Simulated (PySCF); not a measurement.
C₄H₆O₂, SMILES `CC(=O)C1CO1`.

Level of theory: HF/6-311+G** (PySCF), at a geometry from GFN2-xTB. No frequency check shows the geometry to be a minimum.

Coordinates in Å:

```
C1      -1.1151    1.2905   -0.0404
C2      -0.8785   -0.1910    0.0207
O3      -1.7488   -1.0191   -0.0760
C4       0.5516   -0.6178    0.2050
C5       1.6220   -0.0826   -0.6558
O6       1.4877    0.3109    0.6696
H7      -0.4424    1.8073    0.6391
H8      -2.1517    1.5085    0.2001
H9      -0.9172    1.6386   -1.0537
H10      0.6642   -1.6338    0.5776
H11      1.3822    0.6648   -1.4032
H12      2.4726   -0.7147   -0.8848
```

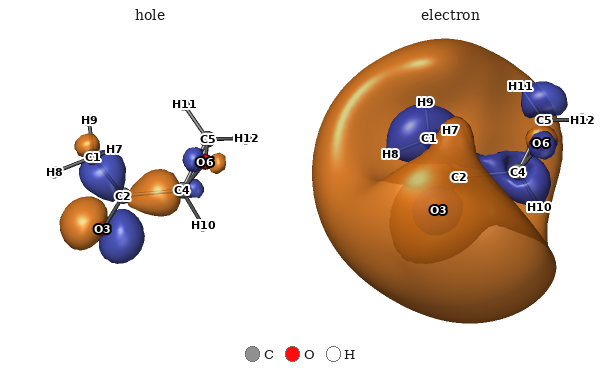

Leading natural transition orbital pair of S₂ (CIS singlet states); the surfaces enclose about 70 % of each orbital's density.

> Where does the state lie, and where do hole and electron sit?

8.88 eV (140 nm), f = 0.069, diffuse (Rydberg-like) orbital; the leading pair carries 96 %; hole on O3 (51 %), C2 (14 %) and C1 and C4 (11 % each), electron on C2 (27 %), C1 (18 %) and O3 (15 %) (atom shares of so diffuse an orbital are rough); their centroids lie 0.5 Å apart. The HOMO–LUMO gap is 13.21 eV.

Cost of the run: 5.2 min on 1 thread of Arm Neoverse V2, with other jobs on the host, peak memory 0.34 GiB.
